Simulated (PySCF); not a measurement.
# SiH2ClO (SMILES O[SiH]Cl): UPBE0/STO-3G

Aim: the vertical doublet–quartet gap of SiH2ClO at UPBE0/STO-3G, from 2 runs. 

Program for the calculation: PySCF 2.14.0.

7 further runs of the same task are left out: 1 that didn't finish, 6 set aside as unsound or not needed.

### Step 1. Starting point

SiH2ClO has 5 atoms, charge 0, and is taken as a doublet. As SMILES, `O[SiH]Cl`. The shape is that of a PBE0-D4/def2-TZVP optimisation. This is one conformer, not always the lowest.

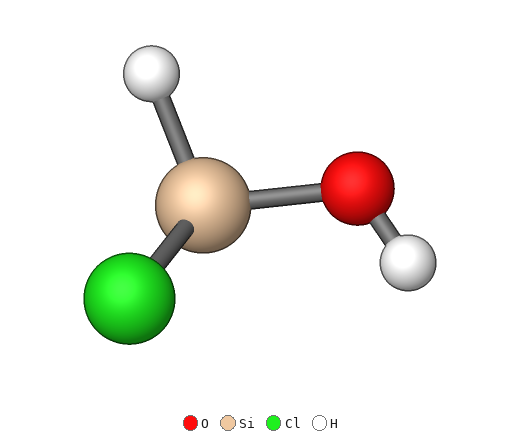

The structure, seen from a chosen angle (oxygen red, silicon light orange, chlorine green, hydrogen white).

### Step 2. The energy at UPBE0/STO-3G

Contents of calc.py:

```python
from pyscf import gto, dft

mol = gto.M(
    atom='''
O   -0.806100  -0.432000  -0.746500
Si  -0.092300   0.479800   0.414000
Cl   1.606600  -0.440800   1.143600
H   -1.024100  -1.343200  -0.540000
H    0.316000   1.736300  -0.271100
''',
    verbose=4,
    spin=1,
    max_memory=1860,
    basis='sto-3g',
)

ks = dft.UKS(mol, xc='pbe0')
ks.grids.level = 5
ks.conv_tol = 1e-10
ks.kernel()
if not ks.converged:
    ks = ks.newton().run(ks.mo_coeff, ks.mo_occ)

e_tot = ks.e_tot
print(f'total energy: {e_tot:.8f} hartree')
```

Launch:

```console
OMP_NUM_THREADS=1 python calc.py
```

Log:

```text
PySCF version 2.14.0

[INPUT] num. atoms = 5
[INPUT] num. electrons = 41
[INPUT] charge = 0
[INPUT] spin (= nelec alpha-beta = 2S) = 1
[INPUT] symmetry False subgroup None
[INPUT] Mole.unit = angstrom
[INPUT] Symbol           X                Y                Z      unit          X                Y                Z       unit  Magmom
[INPUT]  1 O     -0.806100000000  -0.432000000000  -0.746500000000 AA   -1.523308229012  -0.816361685812  -1.410680551988 Bohr   0.0
[INPUT]  2 Si    -0.092300000000   0.479800000000   0.414000000000 AA   -0.174421721297   0.906690594566   0.782346615570 Bohr   0.0
[INPUT]  3 Cl     1.606600000000  -0.440800000000   1.143600000000 AA    3.036033991726  -0.832991275708   2.161090796053 Bohr   0.0
[INPUT]  4 H     -1.024100000000  -1.343200000000  -0.540000000000 AA   -1.935268524167  -2.538280130516  -1.020452107265 Bohr   0.0
[INPUT]  5 H      0.316000000000   1.736300000000  -0.271100000000 AA    0.597153455363   3.281131470082  -0.512304752370 Bohr   0.0

nuclear repulsion = 141.009384989319
number of shells = 15
number of NR pGTOs = 75
number of NR cGTOs = 25
basis = sto-3g
ecp = {}

******** <class 'pyscf.dft.uks.UKS'> ********
method = UKS
initial guess = minao
damping factor = 0
level_shift factor = 0
DIIS = <class 'pyscf.scf.diis.CDIIS'>
diis_start_cycle = 1
diis_space = 8
diis_damp = 0
SCF conv_tol = 1e-10
SCF conv_tol_grad = None
SCF max_cycles = 50
direct_scf = True
direct_scf_tol = 1e-13
number electrons alpha = 21  beta = 20
XC library pyscf.dft.libxc version 7.0.0
    S. Lehtola, C. Steigemann, M. J.T. Oliveira, and M. A.L. Marques.,  SoftwareX 7, 1–5 (2018)
XC functionals = pbe0
radial grids:
    Treutler-Ahlrichs [JCP 102, 346 (1995); DOI:10.1063/1.469408] (M4) radial grids

becke partition: Becke, JCP 88, 2547 (1988); DOI:10.1063/1.454033
pruning grids: <function nwchem_prune>
grids dens level: 5
symmetrized grids: False
atomic radii adjust function: <function treutler_atomic_radii_adjust>
small_rho_cutoff = 0
Set gradient conv threshold to 1e-05
tot grids = 176664
init E= -816.174083101406
[... the frontier-level lines of each cycle are left out ...]

cycle= 1 E= -816.259136130124  delta_E= -0.0851  |g|= 0.381  |ddm|= 1.98
cycle= 2 E= -816.04507077033  delta_E= 0.214  |g|= 0.734  |ddm|= 1.53
cycle= 3 E= -816.374956128893  delta_E= -0.33  |g|= 0.0502  |ddm|= 1.07
cycle= 4 E= -816.377603612223  delta_E= -0.00265  |g|= 0.0168  |ddm|= 0.165
cycle= 5 E= -816.377888503307  delta_E= -0.000285  |g|= 0.00221  |ddm|= 0.0404
cycle= 6 E= -816.377897896729  delta_E= -9.39e-06  |g|= 0.000605  |ddm|= 0.00863
cycle= 7 E= -816.377898707556  delta_E= -8.11e-07  |g|= 0.000166  |ddm|= 0.00277
cycle= 8 E= -816.377898766677  delta_E= -5.91e-08  |g|= 4.32e-05  |ddm|= 0.000765
cycle= 9 E= -816.377898769699  delta_E= -3.02e-09  |g|= 7.23e-06  |ddm|= 0.000152
cycle= 10 E= -816.377898769799  delta_E= -1e-10  |g|= 1.36e-06  |ddm|= 2.92e-05
cycle= 11 E= -816.377898769804  delta_E= -4.55e-12  |g|= 3.48e-07  |ddm|= 7.08e-06
Extra cycle  E= -816.377898769803  delta_E= 9.09e-13  |g|= 3.12e-07  |ddm|= 1.5e-06
converged SCF energy = -816.377898769803  <S^2> = 0.75135085  2S+1 = 2.0013504
total energy: -816.37789877 hartree
```

It took 6.9 s on 1 thread of Arm Neoverse V1, shared host; peak memory 0.23 GiB.

### Step 3. The quartet

Contents of start.xyz:

```xyz
5
ClH2OSi
O     -0.806100    -0.432000    -0.746500
Si    -0.092300     0.479800     0.414000
Cl     1.606600    -0.440800     1.143600
H     -1.024100    -1.343200    -0.540000
H      0.316000     1.736300    -0.271100
```

Contents of calc.py:

```python
from pyscf import gto, dft

mol = gto.Mole()
mol.atom = 'start.xyz'
mol.charge = 0
mol.max_memory = 1860
mol.spin = 3
mol.verbose = 4
mol.basis = 'sto-3g'
mol.build()

calc0 = dft.UKS(mol, xc='pbe0')
calc0.conv_tol = 1e-10
calc0.grids.level = 5
calc0.kernel()
if not calc0.converged:
    calc0 = calc0.newton().run(calc0.mo_coeff, calc0.mo_occ)

e_final = calc0.e_tot
print('E(%s) = %.9f' % ('PBE0', e_final))
```

Launch:

```console
OMP_NUM_THREADS=1 python calc.py
```

Log:

```text
PySCF version 2.14.0

[INPUT] num. atoms = 5
[INPUT] num. electrons = 41
[INPUT] charge = 0
[INPUT] spin (= nelec alpha-beta = 2S) = 3
[INPUT] symmetry False subgroup None
[INPUT] Mole.unit = angstrom
[INPUT] Symbol           X                Y                Z      unit          X                Y                Z       unit  Magmom
[INPUT]  1 O     -0.806100000000  -0.432000000000  -0.746500000000 AA   -1.523308229012  -0.816361685812  -1.410680551988 Bohr   0.0
[INPUT]  2 Si    -0.092300000000   0.479800000000   0.414000000000 AA   -0.174421721297   0.906690594566   0.782346615570 Bohr   0.0
[INPUT]  3 Cl     1.606600000000  -0.440800000000   1.143600000000 AA    3.036033991726  -0.832991275708   2.161090796053 Bohr   0.0
[INPUT]  4 H     -1.024100000000  -1.343200000000  -0.540000000000 AA   -1.935268524167  -2.538280130516  -1.020452107265 Bohr   0.0
[INPUT]  5 H      0.316000000000   1.736300000000  -0.271100000000 AA    0.597153455363   3.281131470082  -0.512304752370 Bohr   0.0

nuclear repulsion = 141.009384989319
number of shells = 15
number of NR pGTOs = 75
number of NR cGTOs = 25
basis = sto-3g
ecp = {}

******** <class 'pyscf.dft.uks.UKS'> ********
method = UKS
initial guess = minao
damping factor = 0
level_shift factor = 0
DIIS = <class 'pyscf.scf.diis.CDIIS'>
diis_start_cycle = 1
diis_space = 8
diis_damp = 0
SCF conv_tol = 1e-10
SCF conv_tol_grad = None
SCF max_cycles = 50
direct_scf = True
direct_scf_tol = 1e-13
number electrons alpha = 22  beta = 19
XC library pyscf.dft.libxc version 7.0.0
    S. Lehtola, C. Steigemann, M. J.T. Oliveira, and M. A.L. Marques.,  SoftwareX 7, 1–5 (2018)
XC functionals = pbe0
radial grids:
    Treutler-Ahlrichs [JCP 102, 346 (1995); DOI:10.1063/1.469408] (M4) radial grids

becke partition: Becke, JCP 88, 2547 (1988); DOI:10.1063/1.454033
pruning grids: <function nwchem_prune>
grids dens level: 5
symmetrized grids: False
atomic radii adjust function: <function treutler_atomic_radii_adjust>
small_rho_cutoff = 0
Set gradient conv threshold to 1e-05
tot grids = 176664
init E= -816.174083101406
[... the frontier-level lines of each cycle are left out ...]


cycle= 1 E= -815.8708645911  delta_E= 0.303  |g|= 0.362  |ddm|= 2.83


cycle= 2 E= -815.37454828991  delta_E= 0.496  |g|= 0.912  |ddm|= 2.06


cycle= 3 E= -815.965878699298  delta_E= -0.591  |g|= 0.169  |ddm|= 1.86


cycle= 4 E= -815.933740974151  delta_E= 0.0321  |g|= 0.301  |ddm|= 1.31


cycle= 5 E= -816.014558498161  delta_E= -0.0808  |g|= 0.105  |ddm|= 0.524


cycle= 6 E= -816.021662154739  delta_E= -0.0071  |g|= 0.0593  |ddm|= 0.134


cycle= 7 E= -816.025280004823  delta_E= -0.00362  |g|= 0.0213  |ddm|= 0.143


cycle= 8 E= -816.02640001181  delta_E= -0.00112  |g|= 0.0106  |ddm|= 0.132


cycle= 9 E= -816.027495637823  delta_E= -0.0011  |g|= 0.00483  |ddm|= 0.208


cycle= 10 E= -816.027947734647  delta_E= -0.000452  |g|= 0.0112  |ddm|= 0.135


cycle= 11 E= -816.028544267772  delta_E= -0.000597  |g|= 0.00273  |ddm|= 0.162


cycle= 12 E= -816.028986185441  delta_E= -0.000442  |g|= 0.00318  |ddm|= 0.194


cycle= 13 E= -816.029225409142  delta_E= -0.000239  |g|= 0.00352  |ddm|= 0.244


cycle= 14 E= -816.029247464863  delta_E= -2.21e-05  |g|= 0.00127  |ddm|= 0.0181


cycle= 15 E= -816.029255000974  delta_E= -7.54e-06  |g|= 0.000349  |ddm|= 0.0325


cycle= 16 E= -816.02925533828  delta_E= -3.37e-07  |g|= 0.000514  |ddm|= 0.0158


cycle= 17 E= -816.029255653487  delta_E= -3.15e-07  |g|= 0.000502  |ddm|= 0.00545


cycle= 18 E= -816.029255314278  delta_E= 3.39e-07  |g|= 0.000775  |ddm|= 0.00173


cycle= 19 E= -816.02925576625  delta_E= -4.52e-07  |g|= 0.000424  |ddm|= 0.00212


cycle= 20 E= -816.029255870286  delta_E= -1.04e-07  |g|= 0.00037  |ddm|= 0.00295


cycle= 21 E= -816.029256029092  delta_E= -1.59e-07  |g|= 2.21e-05  |ddm|= 0.00239


cycle= 22 E= -816.029256031934  delta_E= -2.84e-09  |g|= 1.07e-05  |ddm|= 0.00087


cycle= 23 E= -816.02925603224  delta_E= -3.06e-10  |g|= 1.57e-06  |ddm|= 0.000223


cycle= 24 E= -816.029256032262  delta_E= -2.27e-11  |g|= 5.41e-07  |ddm|= 6.56e-05


Extra cycle  E= -816.029256032266  delta_E= -3.52e-12  |g|= 5.86e-07  |ddm|= 9.86e-06
converged SCF energy = -816.029256032266  <S^2> = 3.7510208  2S+1 = 4.0005103
E(PBE0) = -816.029256032
```

Wall time 13 s (1 thread of Arm Neoverse V1, shared host); peak memory 0.23 GiB.

### Step 4. What came out

At UPBE0/STO-3G:

| quantity | value |
| --- | --- |
| doublet: total energy | -816.37790 Eh |
| doublet: dipole moment | 2.63 D |
| doublet: HOMO energy (highest over α and β) | -3.30 eV |
| doublet: LUMO energy (lowest over α and β) | 0.49 eV |
| doublet: ⟨S²⟩ | 0.751 |
| quartet: total energy | -816.02926 Eh |
| quartet: dipole moment | 3.46 D |
| quartet: ⟨S²⟩ | 3.751 |
| vertical energy of the quartet above the doublet | 9.487 eV |

In words: At this shape the quartet lies 9.49 eV (915 kJ/mol) above the doublet. In a minimal basis such a difference can be off by several eV, whatever the method. Mulliken charges (quartet) run from -0.24 on Cl3 to +0.34 on Si2; they depend strongly on the basis.
